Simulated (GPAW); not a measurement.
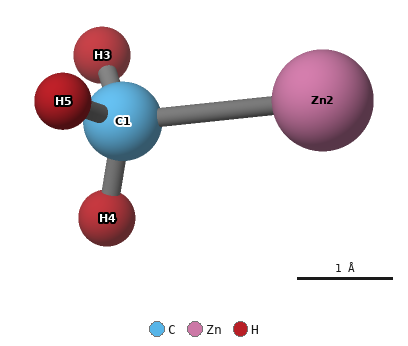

*The input geometry (ball-and-stick view, seen at a tilt; atoms are numbered from 1 in the order of the input). Sticks mark near contacts.*

## Property calculation, with input and output: CH3Zn

The run: property calculation of CH3Zn, multiplicity 2. Method and program: RPBE/dzp, UKS, scalar-relativistic datasets (GPAW 26.7.0).

The geometry comes from this level: GFN2-xTB.

## Log
```
__  _  _
 | _ |_)|_||  |
 |__||  | ||/\| - 26.7.0

units:  Angstrom and eV
cores:  1
OpenMP: False

Versions:
  Python: 3.12.14
  ASE:    3.29.0
  Numpy:  2.5.5
  Scipy:  1.18.1
  Libxc:  7.0.0

Input parameters:
  mode=LCAO(),
  basis={'default': 'dzp'},
  h=0.2,
  maxiter=100,
  occupations=Occupations(name='fermi-dirac', width=0.02, fixmagmom=True),
  symmetry=Symmetry(point_group=False, time_reversal=False),
  xc=XC(name='RPBE')
        .--------------------------.
       /|                          |
      / |                          |
     /  |                          |
    /   |                          |
   /    |                          |
  /     |                          |
 *      |                          |
 |      |       Zn                 |
 |      |                          |
 |      |         H                |
 |      |           H              |
 |      |       H                  |
 |      .--------------------------.
 |     /                          /
 |    /                          /
 |   /                          /
 |  /                          /
 | /                          /
 |/                          /
 *--------------------------*

Atoms  # Å, Bohr magnetons
|   | symbol |        x |        y |        z |    initial magnetic moments |
|---|--------|----------|----------|----------|-----------------------------|
| 0 |      C | 5.473710 | 5.292050 | 5.295200 | ( 0.0000,  0.0000,  0.5000) |
| 1 |     Zn | 4.500000 | 6.982160 | 6.306160 | ( 0.0000,  0.0000,  0.5000) |
| 2 |      H | 5.645480 | 4.500000 | 6.014550 | ( 0.0000,  0.0000,  0.0000) |
| 3 |      H | 4.827300 | 4.936080 | 4.500000 | ( 0.0000,  0.0000,  0.0000) |
| 4 |      H | 6.418160 | 5.625960 | 4.880300 | ( 0.0000,  0.0000,  0.0000) |

Unit cell  # Å
| periodic |         x |         y |         z |   lengths |    angles |
|----------|-----------|-----------|-----------|-----------|-----------|
|       no | 10.918160 |  0.000000 |  0.000000 | 10.918160 | 90.000000 |
|       no |  0.000000 | 11.482160 |  0.000000 | 11.482160 | 90.000000 |
|       no |  0.000000 |  0.000000 | 10.806160 | 10.806160 | 90.000000 |

Number of symmetries: 1
Symmetry operations  # r_c * U_cc + t_c -> r_c
|   | kind |            matrix            |
|---|------|------------------------------|
| 0 |  E   |  1, 0, 0,  0, 1, 0,  0, 0, 1 |

BZ-sampling:
  Number of BZ points: 1
  Number of IBZ points: 1

  Monkhorst-Pack size: [1, 1, 1]
  Monkhorst-Pack shift: [0, 0, 0]

K-points  # in reciprocal-cell coordinates
|   |                                coordinates |     weight |
|---|--------------------------------------------|------------|
| 0 | (  0.00000000,   0.00000000,   0.00000000) | 1.00000000 |

basis functions: 49
Spin-components: 2 (collinear spins)
Bands:           16
Projectors:      20
Spin-degeneracy: 1
Datatype:        <class 'float'>

  Storage: CPU
  Wave functions: 12_544 bytes (12_544 per core)

Parallelization:
  kpt:    1
  domain: 1
  band:   1

Density:
  Valence electrons: 19.0
  Components: 2
  Grid points: [56 56 56]
  Charge: 0.0  # |e|

Potential:
  Grid points: [56 56 56]

species:
  C:
    name:    Carbon
    Z:       6.0
    valence: 4
    core:    2
    charge:  0.0  # [|e|]
    file:    C.RPBE.gz
    compensation charges:
      type: gauss
      rc: 0.20  # [Å]
      lmax: 2
    cutoffs:
      filter: 1.14  # [Å]
      core: 1.14  # [Å]
    projectors
    | kind |    occ | energy [eV] | rcut [Å] |
    |------|--------|-------------|----------|
    |   2s |  2.000 |     -13.815 |    0.635 |
    |   2p |  2.000 |      -5.254 |    0.635 |
    |    s |        |      13.396 |    0.635 |
    |    p |        |      21.957 |    0.635 |
    |    d |        |       0.000 |    0.635 |

    LCAO basis set for C:
      Name: dzp
      File: C.dzp.basis.gz
      Number of radial functions: 5
      Number of spherical harmonics: 13
        l=0, rc=5.5469 Bohr: 2s-sz confined orbital
        l=1, rc=6.6719 Bohr: 2p-sz confined orbital
        l=0, rc=3.0312 Bohr: 2s-dz split-valence wave
        l=1, rc=3.7500 Bohr: 2p-dz split-valence wave
        l=2, rc=6.6719 Bohr: d-type Gaussian polarization
      Number of RI-basis functions 0

  Zn:
    name:    Zinc
    Z:       30.0
    valence: 12
    core:    18
    charge:  0.0  # [|e|]
    file:    Zn.RPBE.gz
    compensation charges:
      type: gauss
      rc: 0.37  # [Å]
      lmax: 2
    cutoffs:
      filter: 2.14  # [Å]
      core: 2.28  # [Å]
    projectors
    | kind |    occ | energy [eV] | rcut [Å] |
    |------|--------|-------------|----------|
    |   4s |  2.000 |      -5.882 |    1.286 |
    |   4p |  0.000 |      -1.115 |    1.270 |
    |   3d | 10.000 |     -10.078 |    1.180 |
    |    s |        |      21.329 |    1.286 |
    |    p |        |      26.096 |    1.270 |
    |    d |        |      17.133 |    1.180 |

    LCAO basis set for Zn:
      Name: dzp
      File: Zn.dzp.basis.gz
      Number of radial functions: 7
      Number of spherical harmonics: 21
        l=0, rc=8.1562 Bohr: 4s-sz confined orbital
        l=1, rc=12.4062 Bohr: 4p-sz confined orbital
        l=2, rc=4.3594 Bohr: 3d-sz confined orbital
        l=0, rc=4.7188 Bohr: 4s-dz split-valence wave
        l=1, rc=7.4844 Bohr: 4p-dz split-valence wave
        l=2, rc=2.8125 Bohr: 3d-dz split-valence wave
        l=1, rc=8.1562 Bohr: p-type Gaussian polarization
      Number of RI-basis functions 0

  H:
    name:    Hydrogen
    Z:       1.0
    valence: 1
    core:    0
    charge:  0.0  # [|e|]
    file:    H.RPBE.gz
    compensation charges:
      type: gauss
      rc: 0.15  # [Å]
      lmax: 2
    cutoffs:
      filter: 0.85  # [Å]
      core: 0.53  # [Å]
    projectors
    | kind |    occ | energy [eV] | rcut [Å] |
    |------|--------|-------------|----------|
    |   1s |  1.000 |      -6.572 |    0.476 |
    |    s |        |      20.639 |    0.476 |
    |    p |        |       0.000 |    0.476 |

    LCAO basis set for H:
      Name: dzp
      File: H.dzp.basis.gz
      Number of radial functions: 3
      Number of spherical harmonics: 5
        l=0, rc=6.4219 Bohr: 1s-sz confined orbital
        l=0, rc=3.6094 Bohr: 1s-dz split-valence wave
        l=1, rc=6.4219 Bohr: p-type Gaussian polarization
      Number of RI-basis functions 0

Reference energy: -49934.468390  # eV

eigensolver:
  <gpaw.new.lcao.eigensolver.LCAOEigensolver object at 0x7f2c79fb2150>
density mixing:
  MSR1-Mixer
  Pratt-step length: 0.05
  Maximum mixing coefficient: 0.75
  Old densities: 10
  SVD Regularization: 0.005
  Good broyden scale: 1.0
  Trust region scale: 1.0
  Backstep threshold: 4.0
  History deletion threshold: 6.0
  Fourier metric: weight=20.0, sigma=0.015

occupation numbers:
  Fixed magnetic moment: 1.000
  Fermi-Dirac:
    width: 0.0200  # eV

FastPoissonSolver using
    Stencil: 6*3+1=19 point O(h^6) finite-difference Laplacian
    FFT axes: []
    FST axes: [np.int64(0), np.int64(1), np.int64(2)]

xc functional:
  name: RPBE with 2 nearest neighbor stencil
interpolation: tri-quintic # 5. degree polynomial

        .--------------------------.
       /|                          |
      / |                          |
     /  |                          |
    /   |                          |
   /    |                          |
  /     |                          |
 *      |                          |
 |      |       Zn                 |
 |      |                          |
 |      |         H                |
 |      |           H              |
 |      |       H                  |
 |      .--------------------------.
 |     /                          /
 |    /                          /
 |   /                          /
 |  /                          /
 | /                          /
 |/                          /
 *--------------------------*

Atoms  # Å, Bohr magnetons
|   | symbol |        x |        y |        z |    initial magnetic moments |
|---|--------|----------|----------|----------|-----------------------------|
| 0 |      C | 5.473710 | 5.292050 | 5.295200 | ( 0.0000,  0.0000,  0.5000) |
| 1 |     Zn | 4.500000 | 6.982160 | 6.306160 | ( 0.0000,  0.0000,  0.5000) |
| 2 |      H | 5.645480 | 4.500000 | 6.014550 | ( 0.0000,  0.0000,  0.0000) |
| 3 |      H | 4.827300 | 4.936080 | 4.500000 | ( 0.0000,  0.0000,  0.0000) |
| 4 |      H | 6.418160 | 5.625960 | 4.880300 | ( 0.0000,  0.0000,  0.0000) |

Unit cell  # Å
| periodic |         x |         y |         z |   lengths |    angles |
|----------|-----------|-----------|-----------|-----------|-----------|
|       no | 10.918160 |  0.000000 |  0.000000 | 10.918160 | 90.000000 |
|       no |  0.000000 | 11.482160 |  0.000000 | 11.482160 | 90.000000 |
|       no |  0.000000 |  0.000000 | 10.806160 | 10.806160 | 90.000000 |

Number of symmetries: 1
Symmetry operations  # r_c * U_cc + t_c -> r_c
|   | kind |            matrix            |
|---|------|------------------------------|
| 0 |  E   |  1, 0, 0,  0, 1, 0,  0, 0, 1 |

BZ-sampling:
  Number of BZ points: 1
  Number of IBZ points: 1

  Monkhorst-Pack size: [1, 1, 1]
  Monkhorst-Pack shift: [0, 0, 0]

K-points  # in reciprocal-cell coordinates
|   |                                coordinates |     weight |
|---|--------------------------------------------|------------|
| 0 | (  0.00000000,   0.00000000,   0.00000000) | 1.00000000 |

basis functions: 49
Spin-components: 2 (collinear spins)
Bands:           16
Projectors:      20
Spin-degeneracy: 1
Datatype:        <class 'float'>

  Storage: CPU
  Wave functions: 12_544 bytes (12_544 per core)

Parallelization:
  kpt:    1
  domain: 1
  band:   1

Density:
  Valence electrons: 19.0
  Components: 2
  Grid points: [56 56 56]
  Charge: 0.0  # |e|

Potential:
  Grid points: [56 56 56]

species:
  C:
    name:    Carbon
    Z:       6.0
    valence: 4
    core:    2
    charge:  0.0  # [|e|]
    file:    C.RPBE.gz
    compensation charges:
      type: gauss
      rc: 0.20  # [Å]
      lmax: 2
    cutoffs:
      filter: 1.14  # [Å]
      core: 1.14  # [Å]
    projectors
    | kind |    occ | energy [eV] | rcut [Å] |
    |------|--------|-------------|----------|
    |   2s |  2.000 |     -13.815 |    0.635 |
    |   2p |  2.000 |      -5.254 |    0.635 |
    |    s |        |      13.396 |    0.635 |
    |    p |        |      21.957 |    0.635 |
    |    d |        |       0.000 |    0.635 |

    LCAO basis set for C:
      Name: dzp
      File: C.dzp.basis.gz
      Number of radial functions: 5
      Number of spherical harmonics: 13
        l=0, rc=5.5469 Bohr: 2s-sz confined orbital
        l=1, rc=6.6719 Bohr: 2p-sz confined orbital
        l=0, rc=3.0312 Bohr: 2s-dz split-valence wave
        l=1, rc=3.7500 Bohr: 2p-dz split-valence wave
        l=2, rc=6.6719 Bohr: d-type Gaussian polarization
      Number of RI-basis functions 0

  Zn:
    name:    Zinc
    Z:       30.0
    valence: 12
    core:    18
    charge:  0.0  # [|e|]
    file:    Zn.RPBE.gz
    compensation charges:
      type: gauss
      rc: 0.37  # [Å]
      lmax: 2
    cutoffs:
      filter: 2.14  # [Å]
      core: 2.28  # [Å]
    projectors
    | kind |    occ | energy [eV] | rcut [Å] |
    |------|--------|-------------|----------|
    |   4s |  2.000 |      -5.882 |    1.286 |
    |   4p |  0.000 |      -1.115 |    1.270 |
    |   3d | 10.000 |     -10.078 |    1.180 |
    |    s |        |      21.329 |    1.286 |
    |    p |        |      26.096 |    1.270 |
    |    d |        |      17.133 |    1.180 |

    LCAO basis set for Zn:
      Name: dzp
      File: Zn.dzp.basis.gz
      Number of radial functions: 7
      Number of spherical harmonics: 21
        l=0, rc=8.1562 Bohr: 4s-sz confined orbital
        l=1, rc=12.4062 Bohr: 4p-sz confined orbital
        l=2, rc=4.3594 Bohr: 3d-sz confined orbital
        l=0, rc=4.7188 Bohr: 4s-dz split-valence wave
        l=1, rc=7.4844 Bohr: 4p-dz split-valence wave
        l=2, rc=2.8125 Bohr: 3d-dz split-valence wave
        l=1, rc=8.1562 Bohr: p-type Gaussian polarization
      Number of RI-basis functions 0

  H:
    name:    Hydrogen
    Z:       1.0
    valence: 1
    core:    0
    charge:  0.0  # [|e|]
    file:    H.RPBE.gz
    compensation charges:
      type: gauss
      rc: 0.15  # [Å]
      lmax: 2
    cutoffs:
      filter: 0.85  # [Å]
      core: 0.53  # [Å]
    projectors
    | kind |    occ | energy [eV] | rcut [Å] |
    |------|--------|-------------|----------|
    |   1s |  1.000 |      -6.572 |    0.476 |
    |    s |        |      20.639 |    0.476 |
    |    p |        |       0.000 |    0.476 |

    LCAO basis set for H:
      Name: dzp
      File: H.dzp.basis.gz
      Number of radial functions: 3
      Number of spherical harmonics: 5
        l=0, rc=6.4219 Bohr: 1s-sz confined orbital
        l=0, rc=3.6094 Bohr: 1s-dz split-valence wave
        l=1, rc=6.4219 Bohr: p-type Gaussian polarization
      Number of RI-basis functions 0

Reference energy: -49934.468390  # eV

eigensolver:
  <gpaw.new.lcao.eigensolver.LCAOEigensolver object at 0x7f2c77d62450>
density mixing:
  MSR1-Mixer
  Pratt-step length: 0.05
  Maximum mixing coefficient: 0.75
  Old densities: 10
  SVD Regularization: 0.005
  Good broyden scale: 1.0
  Trust region scale: 1.0
  Backstep threshold: 4.0
  History deletion threshold: 6.0
  Fourier metric: weight=20.0, sigma=0.015

occupation numbers:
  Fixed magnetic moment: 1.000
  Fermi-Dirac:
    width: 0.0200  # eV

FastPoissonSolver using
    Stencil: 6*3+1=19 point O(h^6) finite-difference Laplacian
    FFT axes: []
    FST axes: [np.int64(0), np.int64(1), np.int64(2)]

xc functional:
  name: RPBE with 2 nearest neighbor stencil
interpolation: tri-quintic # 5. degree polynomial

Initialization done in: 11.026 s

convergence criteria:
- Maximum [total energy] change in last 3 cyles: 0.0005 eV / valence electron
- Maximum integral of absolute [dens]ity change: 0.0001 electrons / valence electron
- Maximum integral of absolute [eigenst]ate change: 4e-08 eV^2 / valence electron
maximum number of iterations: 100

SCF iterations
|iter     |     time |      energy | eigst |  dens |  magmom |
|---------|----------|-------------|-------|-------|---------|
|iter:   1| 00:00:12 |  -18.410179 |      c|       |  +1.0109|
|iter:   2| 00:00:14 |  -18.032569 |      c| -0.77 |  +1.0104|
|iter:   3| 00:00:15 |  -17.031248 |      c| -0.81 |  +1.0043|
|iter:   4| 00:00:17 |  -17.035102 |      c| -1.27 |  +1.0020|
|iter:   5| 00:00:19 |  -17.038011c|      c| -1.62 |  +1.0003|
|iter:   6| 00:00:21 |  -17.038701c|      c| -2.30 |  +1.0001|
|iter:   7| 00:00:24 |  -17.038976c|      c| -2.63 |  +1.0000|
|iter:   8| 00:00:26 |  -17.039015c|      c| -3.16 |  +0.9999|
|iter:   9| 00:00:29 |  -17.039019c|      c| -3.61 |  +0.9999|
|iter:  10| 00:00:32 |  -17.039020c|      c| -4.18c|  +0.9999|

Converged in 10 steps
SCF loop duration: 20.179 s (2.018 s/step)
Energy contributions relative to reference atoms: (reference = -49934.468390)

Energy contributions:
  Kinetic:          16.052645
  Coulomb:         -16.060623
  Zero:              0.153248
  External:          0.000000
  Xc:              -17.184290
  Entropy:          -0.000000
  Spinorbit:         0.000000
  ----------------------------
  Free energy:     -17.039020
  Extrapolated:    -17.039020

dipole moment: (0.004309, -0.008041, -0.004465)  # |e|*Ang

Total magnetic moment: (0.000000, 0.000000, 0.999948)

Local magnetic moments
|        x |        y |         z |
|----------|----------|-----------|
| 0.000000 | 0.000000 |  0.144050 |  # C    0
| 0.000000 | 0.000000 |  0.243459 |  # Zn   1
| 0.000000 | 0.000000 | -0.000610 |  # H    2
| 0.000000 | 0.000000 | -0.000638 |  # H    3
| 0.000000 | 0.000000 | -0.000639 |  # H    4

Fermi levels: -2.833, -4.809
Eigenvalues  # (at kpt = [0.000, 0.000, 0.000])
| band index |      eig [eV] | occ [0-1] |      eig [eV] | occ [0-1] |
|------------|---------------|-----------|---------------|-----------|
|          0 |       -16.527 |     1.000 |       -16.193 |     1.000 |
|        ... |               |           |               |           |
|          2 |        -9.929 |     1.000 |        -9.829 |     1.000 |
|          3 |        -9.928 |     1.000 |        -9.771 |     1.000 |
|          4 |        -9.823 |     1.000 |        -9.756 |     1.000 |
|          5 |        -9.823 |     1.000 |        -9.756 |     1.000 |
|          6 |        -9.224 |     1.000 |        -9.098 |     1.000 |
|          7 |        -9.217 |     1.000 |        -9.092 |     1.000 |
|          8 |        -7.099 |     1.000 |        -6.546 |     1.000 |
|          9 |        -4.060 |     1.000 |        -2.877 |     0.000 |
|         10 |        -0.929 |     0.000 |        -0.569 |     0.000 |
|         11 |        -0.928 |     0.000 |        -0.568 |     0.000 |
|         12 |         0.751 |     0.000 |         1.256 |     0.000 |
|         13 |         3.130 |     0.000 |         3.418 |     0.000 |
|         14 |         3.131 |     0.000 |         3.419 |     0.000 |
|         15 |         3.510 |     0.000 |         3.857 |     0.000 |

Gap: 1.949 eV
Transition (v -> c):
  (s=1, k=0, n=9, [0.00, 0.00, 0.00]) -> (s=0, k=0, n=10, [0.00, 0.00, 0.00])
No difference between direct/indirect transitions
vacuum-level: 0.000  # V
Energy                  -17.03902 eV

Forces  # eV/Ang
|        x |        y |        z |
|----------|----------|----------|
| -0.66523 |  1.14166 |  0.64609 |  # C    0
|  0.38048 | -0.65682 | -0.39959 |  # Zn   1
|  0.10954 | -0.70224 |  0.81117 |  # H    2
| -0.70459 | -0.24203 | -0.70930 |  # H    3
|  0.87843 |  0.45113 | -0.35066 |  # H    4

Force computation time: 0.688  # s
Forces (eV/Ang)
C    -0.6652    1.1417    0.6461
Zn    0.3805   -0.6568   -0.3996
H     0.1095   -0.7022    0.8112
H    -0.7046   -0.2420   -0.7093
H     0.8784    0.4511   -0.3507
Dipole = 0.049 D
```

This output came from the following input.

## Input (run_sp.py)
```python
import numpy as np
from ase.io import read
from ase.units import Debye
from gpaw import GPAW

molecule = read("run.xyz")
molecule.center(vacuum=4.5)
molecule.set_initial_magnetic_moments([0.5, 0.5, 0.0, 0.0, 0.0])

calculator = GPAW(mode="lcao",
                  h=0.2,
                  basis="dzp",
                  occupations={"name": "fermi-dirac", "width": 0.02, "fixmagmom": True},
                  xc="RPBE",
                  symmetry="off",
                  maxiter=100,
                  txt="-")
molecule.calc = calculator

energy = molecule.get_potential_energy()
print(f"Energy                  {energy:.5f} eV")
forces = molecule.get_forces()
print("Forces (eV/Ang)")
for symbol, f in zip(molecule.symbols, forces):
    print(f'{symbol:2} {f[0]:9.4f} {f[1]:9.4f} {f[2]:9.4f}')
dipole = molecule.get_dipole_moment() / Debye
print(f"Dipole = {np.linalg.norm(dipole):.3f} D")
```

## File run.xyz
```
5

C      0.100780    -0.175200    -0.104040
Zn    -0.872930     1.514910     0.906920
H      0.272550    -0.967250     0.615310
H     -0.545630    -0.531170    -0.899240
H      1.045230     0.158710    -0.518940
```

Launched with:
```bash
python run_sp.py > run_sp.log
```

## Results in brief

| quantity | value |
| --- | --- |
| outcome | converged |
| energy relative to the program's reference atoms | −17.0390 eV |
| basis functions | 49 |
| largest force | 1.471 eV/Å |
| dipole moment | 0.05 D |
| hardware | 1 thread of Intel Xeon @ 2.50GHz (Skylake/Cascade Lake), 189 GiB of memory available, shared host |
| wall time | 33 s |
| peak memory | 0.67 GiB |
